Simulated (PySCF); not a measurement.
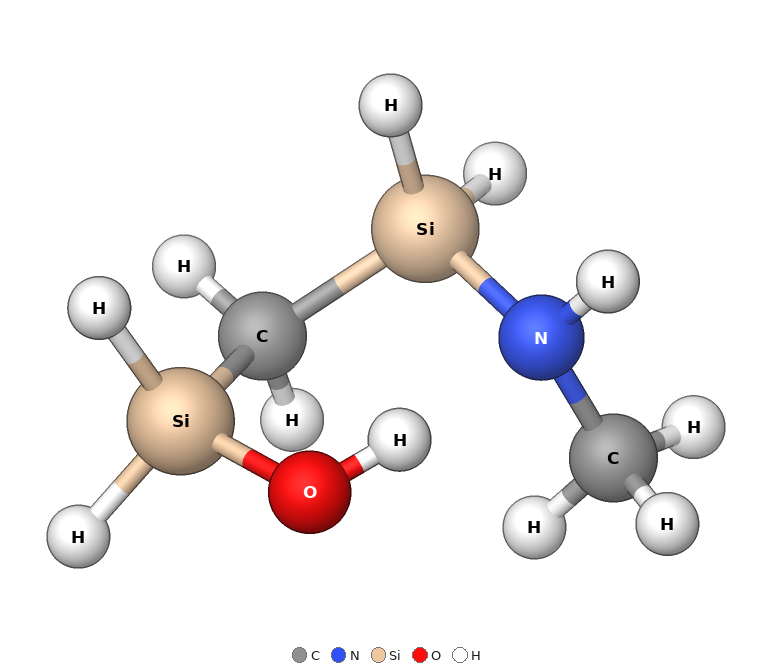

Ball-and-stick drawing of a structure.

Describe the molecule.

It has 17 atoms: 2 carbon, 11 hydrogen, 1 nitrogen, 1 oxygen and 2 silicon (C₂H₁₁NOSi₂). As SMILES it reads `CN[SiH2]C[SiH2]O`. It has no ring. Among its groups: Si–H bond, Si–O bond, Si–N bond. The point group is C1. Coordination, clear cases only: 2 C tetrahedral; 2 Si tetrahedral; 1 O bent.

More results for the same structure follow; atom numbers are the same in all pictures, views and colours differ. The geometry was computed by an optimisation with PBE0-D3(BJ)/def2-SVP. No frequency run is at hand to confirm it as a minimum.

### Geometry

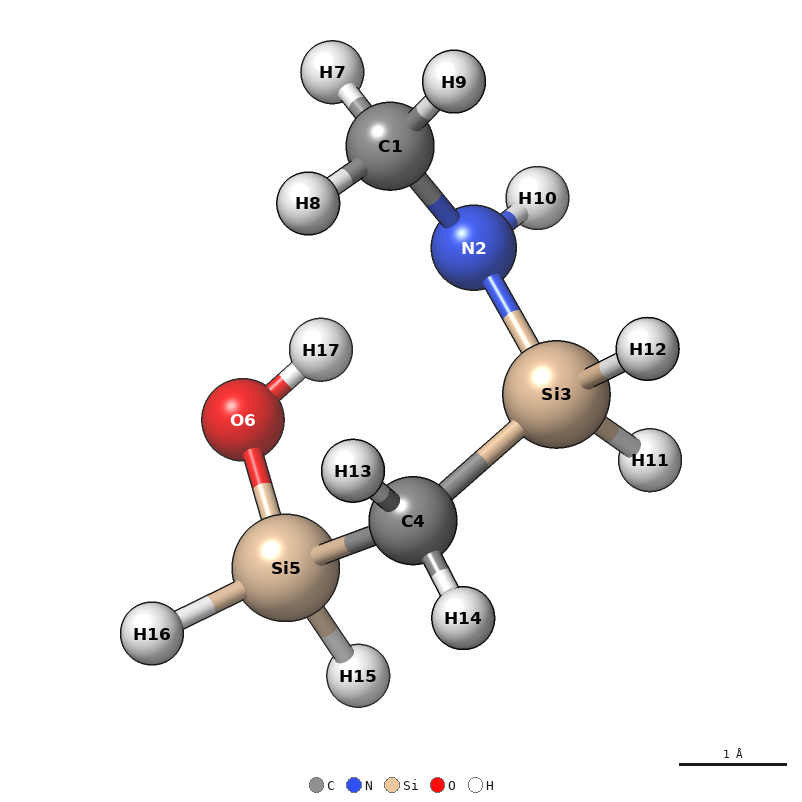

No frequency run is at hand to confirm it as a minimum.

Give the bond lengths.

```
   bond  length (Å)   order
  C1–N2       1.454  single
  C1–H7       1.101  single
  C1–H8       1.101  single
  C1–H9       1.106  single
 N2–Si3       1.766  single
 N2–H10       1.017  single
 Si3–C4       1.872  single
Si3–H11       1.494  single
Si3–H12       1.502  single
 C4–Si5       1.888  single
 C4–H13       1.104  single
 C4–H14       1.104  single
 Si5–O6       1.659  single
Si5–H15       1.499  single
Si5–H16       1.493  single
 O6–H17       0.982  single
```

### NMR shielding

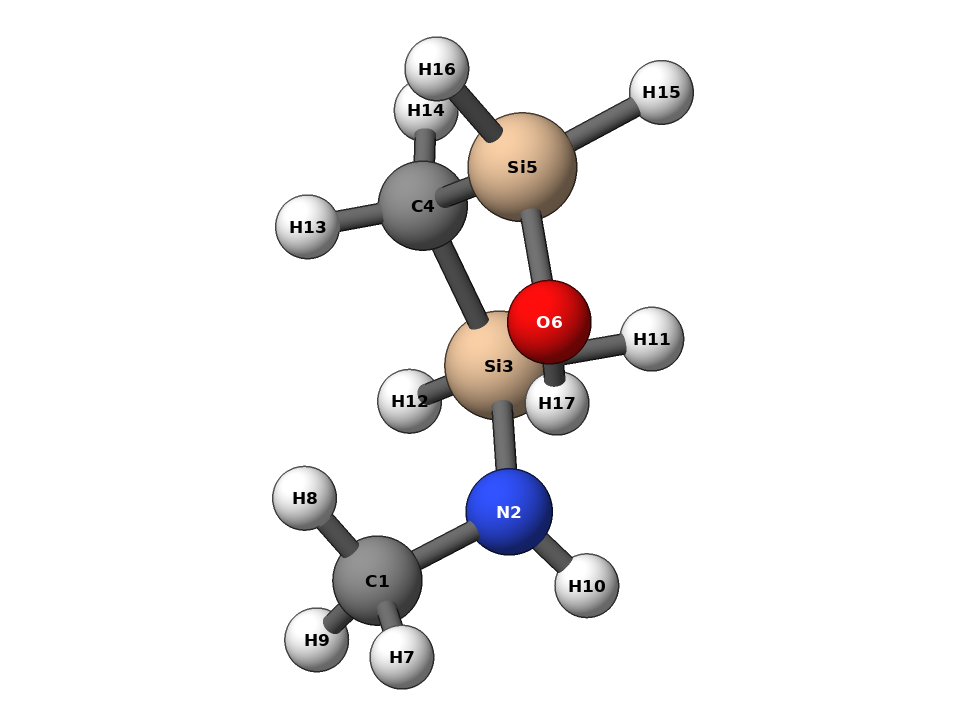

No frequency run is at hand to confirm it as a minimum. Properties computed with GIAO PBE0/pcSseg-1 NMR shielding, non-relativistic, IEF-PCM cyclohexane (PySCF 2.14.0). Principal shieldings σ11 ≤ σ22 ≤ σ33, span Ω = σ33 − σ11, skew κ = 3(σiso − σ22)/Ω.

Give the shielding tensors of the N atoms.

```tsv
atom	σ11	σ22	σ33	σiso	Ω	κ
N2	221.0	229.4	273.0	241.1	52.0	0.68
```

Shieldings and span in ppm.

### Polarisability

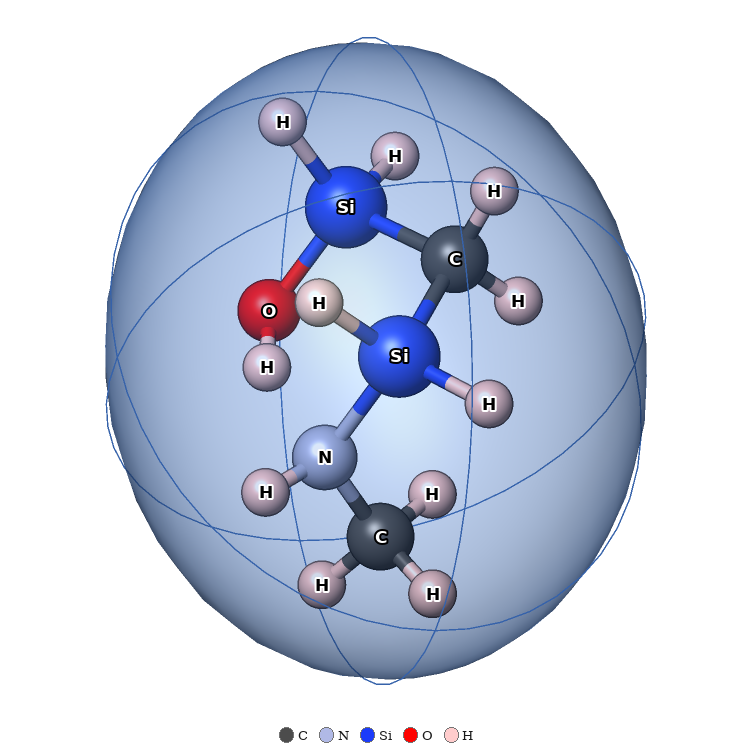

The ellipsoid shows the static dipole polarisability: its half-axes are proportional to the principal values. No frequency run is at hand to confirm it as a minimum. Method: CAM-B3LYP/def2-SVPD (PySCF 2.14.0).

How large and how anisotropic is the polarisability?

Principal values 79.8, 87.7, 98.9 bohr³; mean 88.8 bohr³ (13.16 Å³); anisotropy 16.7 bohr³, so the longest axis is 1.24 times the shortest.

### Excitation

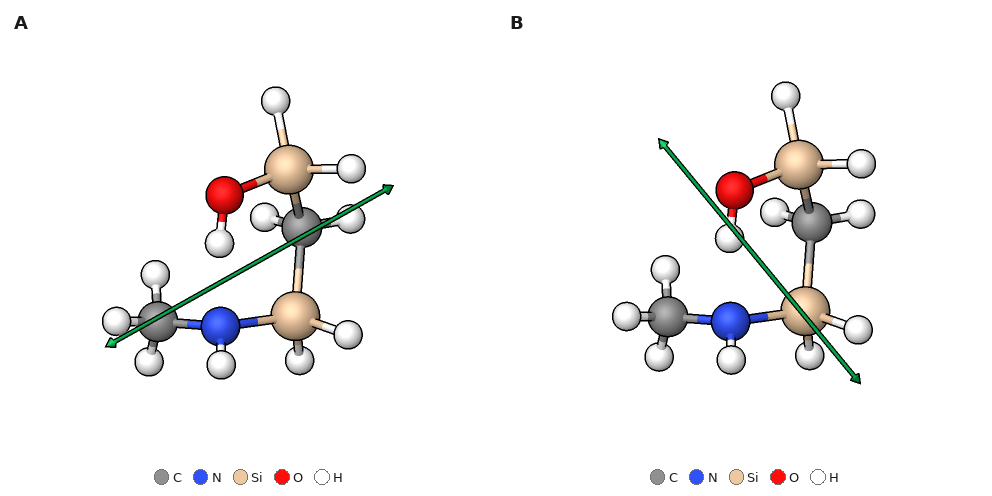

The double arrows show the directions of two transition dipoles from the ground state (lengths mean nothing). No frequency run is at hand to confirm it as a minimum. Level of theory: TDDFT CAM-B3LYP/def2-SVPD, vertical, IEF-PCM chloroform (non-equilibrium linear response), core orbitals frozen in the response (PySCF 2.14.0).

One belongs to singlet state 2 and one to singlet state 3. Which is which?

A: state 2, 7.12 eV (174 nm), oscillator strength 0.016, mainly HOMO → LUMO+1 (weight 0.73).
B: state 3, 7.43 eV (167 nm), oscillator strength 0.032, mainly HOMO → LUMO+2 (weight 0.60).
